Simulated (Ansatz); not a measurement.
# Si: a line through an energy map, part 2 of 2

Aim: follow the energy of Si (Fd-3m, No. 227; 2 atoms in the cell) along one coordinate, strain +e along z and -e/2 along x and y, with the other held at strain +e along x and -e along y = −5.50 %.

Ansatz 0.2.0; DFT LDA, scalar-relativistic, plane waves, PAW. Earlier steps stand in the parts before.

### Step 8. The run at (−5.50 %, 0.00 %)

input.yaml reads:

```yaml
crystal:
  lattice:
    - [0.0, 2.8493428826, 2.7007989409]
    - [2.5522549992, 0.0, 2.7007989409]
    - [2.5522549992, 2.8493428826, 0.0]
  atoms:
    - { symbol: Si, position: [0.5, 0.5, 0.5] }
    - { symbol: Si, position: [0.75, 0.75, 0.75] }
basis:
  ecutwfc: 420
kpoints:
  mp_grid: { grid: [12, 12, 12] }
hamiltonian:
  xc: lda
  pseudopotentials: { kind: paw, azcp: { folder: soft_1 } }
scf:
  occupations: { method: gaussian, width: 0.05 }
output:
  forces: true
  stress: true
  eigenvalues: true
```

Run with:

```
$ ansatz run input.yaml --threads 1 --pin off --max-ram 2048MiB --backend cpu --events-out ev --progress --plain --runs-dir out
```

Standard output, cut to the lines that bear on the results:

```text
[...]
SCF converged after 6 iterations
Free energy (F): -1217.230055 eV
[...]
E sigma→0 (E₀):  -1217.229909 eV
Entropy (-TS):   -0.000292 eV (-0.146 meV/atom)
Fermi energy:    6.404237 eV
[...]
--- Forces (eV/Å), atoms counted from 1 ---
  atom   1  Si    -0.00000000     0.00000000     0.00000000
  atom   2  Si     0.00000000     0.00000000    -0.00000000
[...]
--- Stress (GPa, compression-positive) ---
        4.592142       0.000000      -0.000000
        0.000000      -5.653506      -0.000000
       -0.000000      -0.000000       0.949228
  P = ⅓ Tr σ = -0.0374 GPa (-0.374 kbar)
--- Band table (eV; the first three rows and the last of 280) ---
  k-point 0: bands = ["-5.8449", "5.8455", "6.3042", "6.6286", "8.6306", "8.8435", "9.0193", "9.5281"]
[...]
```

It took 1.9 s on 1 thread of AMD EPYC 9R45 (Zen 5), shared host; peak memory 0.42 GiB.

Energy on the map's scale: 35 meV/atom.

### Step 9. Point (−5.50 %, 1.75 %)

Changes to input.yaml since step 8:

```diff
@@ -2,5 +2,5 @@
   lattice:
-    - [0.0, 2.8493428826, 2.7007989409]
-    - [2.5522549992, 0.0, 2.7007989409]
-    - [2.5522549992, 2.8493428826, 0.0]
+    - [0.0, 2.8257108919, 2.7480629224]
+    - [2.5286230084, 0.0, 2.7480629224]
+    - [2.5286230084, 2.8257108919, 0.0]
   atoms:
```

Run with:

```
$ ansatz run input.yaml --threads 1 --pin off --max-ram 2048MiB --backend cpu --events-out ev --progress --plain --runs-dir out
```

Standard output, cut to the lines that bear on the results:

```text
Warning: <dir> the record states the generating functional pbe (its physics header spells it `PBE`), which answers neither for hamiltonian.xc's functional nor for the lda family's — results may be inconsistent (PPs are generated against a specific XC)
Warning: RAYON_NUM_THREADS=1 ignored (pool sized by the plan → 1); use --threads N
[...]
Pseudopotentials: kind: paw
Pseudopotential: Si, paw, valence charge 4, recommended cutoff 420 eV (normal), <dir>
Functional definition: SPW92
[...]
Crystal: 2 atoms, lattice volume = 39.271 Å³
Basis set: ecut = 420 eV, 797 PW (Γ)
Bands: 8, of which v1, the nominal top of the filled ones, is band 4 counted from 1 (3 counted from 0)
Symmetry: 8 space group operations
Space group: Fddd (ITA 70), of the structure as read, at distance tolerance 3.4e-5 Å
k-points: 280 of 1728
[...]
SCF iter   1: F=—  HF=-1217.494800 eV  |F-HF|=—  |Δ(HF+E_count)|=         —  Δρ=4.70e-2  dr2=8.24e-1  ethr=3.10e-3  ⟨swp⟩=6.6  Hψ=21969  notcnv=0
[...]
SCF iter   6: F=-1217.229892 eV  HF=-1217.229892 eV  |F-HF|=1.64e-11  |Δ(HF+E_count)|=   2.60e-8  Δρ=7.57e-7  dr2=1.07e-10  ethr=1.25e-9  ⟨swp⟩=5.9  Hψ=12123  notcnv=0
[...]
SCF converged after 6 iterations
Free energy (F): -1217.229892 eV
[...]
E sigma→0 (E₀):  -1217.229733 eV
Entropy (-TS):   -0.000319 eV (-0.159 meV/atom)
Fermi energy:    6.370607 eV
[...]
--- Forces (eV/Å), atoms counted from 1 ---
  atom   1  Si     0.00000000     0.00000000     0.00000000
  atom   2  Si     0.00000000     0.00000000     0.00000000
[...]
--- Stress (GPa, compression-positive) ---
        4.827261       0.000000       0.000000
        0.000000      -4.321949       0.000000
        0.000000       0.000000      -0.793647
  P = ⅓ Tr σ = -0.0961 GPa (-0.961 kbar)
--- Band table (eV; the first three rows and the last of 280) ---
  k-point 0: bands = ["-5.8443", "5.9324", "6.1781", "6.6743", "8.6025", "8.9126", "9.0030", "9.5451"]
[...]
```

Run time: 1.8 s. Hardware: 1 thread of AMD EPYC 9R45 (Zen 5), shared host; peak memory 0.41 GiB.

Energy on the map's scale: 35 meV/atom.

### Step 10. Grid point (−5.50 %, 3.50 %)

Changes to input.yaml since step 9:

```diff
@@ -2,5 +2,5 @@
   lattice:
-    - [0.0, 2.8257108919, 2.7480629224]
-    - [2.5286230084, 0.0, 2.7480629224]
-    - [2.5286230084, 2.8257108919, 0.0]
+    - [0.0, 2.8020789012, 2.7953269038]
+    - [2.5049910177, 0.0, 2.7953269038]
+    - [2.5049910177, 2.8020789012, 0.0]
   atoms:
```

Run with:

```
$ ansatz run input.yaml --threads 1 --pin off --max-ram 2048MiB --backend cpu --events-out ev --progress --plain --runs-dir out
```

Standard output, cut to the lines that bear on the results:

```text
Warning: <dir> the record states the generating functional pbe (its physics header spells it `PBE`), which answers neither for hamiltonian.xc's functional nor for the lda family's — results may be inconsistent (PPs are generated against a specific XC)
Warning: RAYON_NUM_THREADS=1 ignored (pool sized by the plan → 1); use --threads N
[...]
Pseudopotentials: kind: paw
Pseudopotential: Si, paw, valence charge 4, recommended cutoff 420 eV (normal), <dir>
Functional definition: SPW92
[...]
Crystal: 2 atoms, lattice volume = 39.242 Å³
Basis set: ecut = 420 eV, 781 PW (Γ)
Bands: 8, of which v1, the nominal top of the filled ones, is band 4 counted from 1 (3 counted from 0)
Symmetry: 8 space group operations
Space group: Fddd (ITA 70), of the structure as read, at distance tolerance 3.4e-5 Å
k-points: 280 of 1728
[...]
SCF iter   1: F=—  HF=-1217.481886 eV  |F-HF|=—  |Δ(HF+E_count)|=         —  Δρ=4.69e-2  dr2=8.21e-1  ethr=3.10e-3  ⟨swp⟩=6.6  Hψ=21885  notcnv=0
[...]
SCF iter   6: F=-1217.218749 eV  HF=-1217.218749 eV  |F-HF|=8.46e-11  |Δ(HF+E_count)|=   2.52e-8  Δρ=8.05e-7  dr2=1.04e-10  ethr=1.25e-9  ⟨swp⟩=4.2  Hψ=6796  notcnv=0
[...]
SCF converged after 6 iterations
Free energy (F): -1217.218749 eV
[...]
E sigma→0 (E₀):  -1217.218594 eV
Entropy (-TS):   -0.000310 eV (-0.155 meV/atom)
Fermi energy:    6.336957 eV
[...]
--- Forces (eV/Å), atoms counted from 1 ---
  atom   1  Si     0.00000000     0.00000000     0.00000000
  atom   2  Si     0.00000000     0.00000000     0.00000000
[...]
--- Stress (GPa, compression-positive) ---
        5.151571       0.000000       0.000000
        0.000000      -2.958080       0.000000
        0.000000       0.000000      -2.648346
  P = ⅓ Tr σ = -0.1516 GPa (-1.516 kbar)
--- Band table (eV; the first three rows and the last of 280) ---
  k-point 0: bands = ["-5.8400", "6.0306", "6.0525", "6.7323", "8.5889", "8.9931", "9.0008", "9.5503"]
[...]
```

Wall time 2 s (1 thread of AMD EPYC 9R45 (Zen 5), shared host); peak memory 0.41 GiB.

Energy on the map's scale: 41 meV/atom.

### Step 11. Point (−5.50 %, 5.25 %)

Changes to input.yaml since step 10:

```diff
@@ -2,5 +2,5 @@
   lattice:
-    - [0.0, 2.8020789012, 2.7953269038]
-    - [2.5049910177, 0.0, 2.7953269038]
-    - [2.5049910177, 2.8020789012, 0.0]
+    - [0.0, 2.7784469105, 2.8425908853]
+    - [2.481359027, 0.0, 2.8425908853]
+    - [2.481359027, 2.7784469105, 0.0]
   atoms:
```

Run with:

```
$ ansatz run input.yaml --threads 1 --pin off --max-ram 2048MiB --backend cpu --events-out ev --progress --plain --runs-dir out
```

Standard output, cut to the lines that bear on the results:

```text
Warning: <dir> the record states the generating functional pbe (its physics header spells it `PBE`), which answers neither for hamiltonian.xc's functional nor for the lda family's — results may be inconsistent (PPs are generated against a specific XC)
Warning: RAYON_NUM_THREADS=1 ignored (pool sized by the plan → 1); use --threads N
[...]
Pseudopotentials: kind: paw
Pseudopotential: Si, paw, valence charge 4, recommended cutoff 420 eV (normal), <dir>
Functional definition: SPW92
[...]
Crystal: 2 atoms, lattice volume = 39.195 Å³
Basis set: ecut = 420 eV, 773 PW (Γ)
Bands: 8, of which v1, the nominal top of the filled ones, is band 4 counted from 1 (3 counted from 0)
Symmetry: 8 space group operations
Space group: Fddd (ITA 70), of the structure as read, at distance tolerance 3.4e-5 Å
k-points: 280 of 1728
[...]
SCF iter   1: F=—  HF=-1217.456735 eV  |F-HF|=—  |Δ(HF+E_count)|=         —  Δρ=4.68e-2  dr2=8.17e-1  ethr=3.10e-3  ⟨swp⟩=6.6  Hψ=21917  notcnv=0
[...]
SCF iter   6: F=-1217.196244 eV  HF=-1217.196244 eV  |F-HF|=8.59e-11  |Δ(HF+E_count)|=   9.35e-9  Δρ=9.25e-7  dr2=1.63e-10  ethr=8.11e-10  ⟨swp⟩=2.3  Hψ=7925  notcnv=0
[...]
SCF converged after 6 iterations
Free energy (F): -1217.196244 eV
[...]
E sigma→0 (E₀):  -1217.196100 eV
Entropy (-TS):   -0.000289 eV (-0.144 meV/atom)
Fermi energy:    6.312866 eV
[...]
--- Forces (eV/Å), atoms counted from 1 ---
  atom   1  Si    -0.00000000     0.00000000     0.00000000
  atom   2  Si     0.00000000     0.00000000    -0.00000000
[...]
--- Stress (GPa, compression-positive) ---
        5.506782       0.000000      -0.000000
        0.000000      -1.514193      -0.000000
       -0.000000      -0.000000      -4.602910
  P = ⅓ Tr σ = -0.2034 GPa (-2.034 kbar)
--- Band table (eV; the first three rows and the last of 280) ---
  k-point 0: bands = ["-5.8322", "5.9266", "6.1400", "6.8022", "8.5894", "9.0125", "9.0845", "9.5379"]
[...]
```

It took 1.9 s on 1 thread of AMD EPYC 9R45 (Zen 5), shared host; peak memory 0.41 GiB.

Energy on the map's scale: 52 meV/atom.

### Step 12. Grid point (−5.50 %, 7.00 %)

Changes to input.yaml since step 11:

```diff
@@ -2,5 +2,5 @@
   lattice:
-    - [0.0, 2.7784469105, 2.8425908853]
-    - [2.481359027, 0.0, 2.8425908853]
-    - [2.481359027, 2.7784469105, 0.0]
+    - [0.0, 2.7548149197, 2.8898548668]
+    - [2.4577270362, 0.0, 2.8898548668]
+    - [2.4577270362, 2.7548149197, 0.0]
   atoms:
```

Run with:

```
$ ansatz run input.yaml --threads 1 --pin off --max-ram 2048MiB --backend cpu --events-out ev --progress --plain --runs-dir out
```

Standard output, cut to the lines that bear on the results:

```text
[...]
SCF converged after 6 iterations
Free energy (F): -1217.161894 eV
[...]
E sigma→0 (E₀):  -1217.161754 eV
Entropy (-TS):   -0.000281 eV (-0.140 meV/atom)
Fermi energy:    6.341442 eV
[...]
--- Forces (eV/Å), atoms counted from 1 ---
  atom   1  Si    -0.00000000    -0.00000000     0.00000000
  atom   2  Si     0.00000000     0.00000000    -0.00000000
[...]
--- Stress (GPa, compression-positive) ---
        5.942505       0.000000      -0.000000
        0.000000      -0.039833      -0.000000
       -0.000000      -0.000000      -6.631917
  P = ⅓ Tr σ = -0.2431 GPa (-2.431 kbar)
--- Band table (eV; the first three rows and the last of 280) ---
  k-point 0: bands = ["-5.8207", "5.8006", "6.2609", "6.8844", "8.6039", "9.0378", "9.1866", "9.5026"]
[...]
```

Run time: 1.9 s. Hardware: 1 thread of AMD EPYC 9R45 (Zen 5), shared host; peak memory 0.41 GiB.

Energy on the map's scale: 69 meV/atom.

### Step 13. Results

What follows sums up all 2 parts.

| strain +e along z and -e/2 along x and y (%) | step | energy (meV/atom) | slope (meV/atom per %) | pressure (GPa) |
| --- | --- | --- | --- | --- |
| −7.00 | 3 | 82 | −10.7 | −0.12 |
| −5.25 | 4 | 65 | −9.1 | −0.03 |
| −3.50 | 5 | 51 | −7.0 | 0.01 |
| −1.75 | 7 | 40 | −4.4 | 0.00 |
| 0.00 | 8 | 35 | −1.5 | −0.04 |
| 1.75 | 9 | 35 | 1.6 | −0.10 |
| 3.50 | 10 | 41 | 4.8 | −0.15 |
| 5.25 | 11 | 52 | 8.1 | −0.20 |
| 7.00 | 12 | 69 | 11.5 | −0.24 |

Energies count from the relaxed crystal. Slopes come from the forces (and the stress, where the cell changes), not from differences of energies.

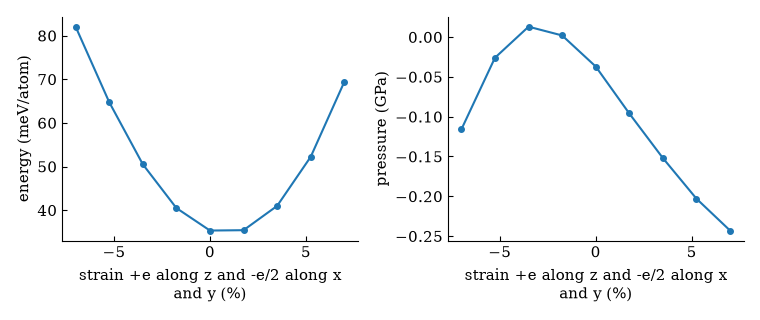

Energy and pressure along the line.

| run | outcome |
| --- | --- |
| step 6, run with occupations.method methfessel_paxton, occupations.width 0.025, lower_state_search off, mixing.algorithm msr1, mixing.beta 0.7, mixing.ndim 16, ecutwfc left out (against step 5) | 0.0 meV/atom |

What this shows: Along the line the energy is lowest at 0.00 %, 35 meV/atom from the zero. Energies and slopes round the minimum, fitted together, put the minimum at 0.849 %, with a curvature of about 1.7 meV/atom per %². Divided by the reference volume, that is a stiffness of about 140 GPa for this pattern of strain. The highest point computed, at −7.00 %, lies 47 meV/atom above the lowest. This is one cut through a surface in two coordinates; the map's lowest point lies off it. The gap on the mesh closes on part of the grid.

The gaps are Kohn-Sham values of a semilocal functional, not quasiparticle or optical gaps. Such gaps usually fall short of the measured ones.
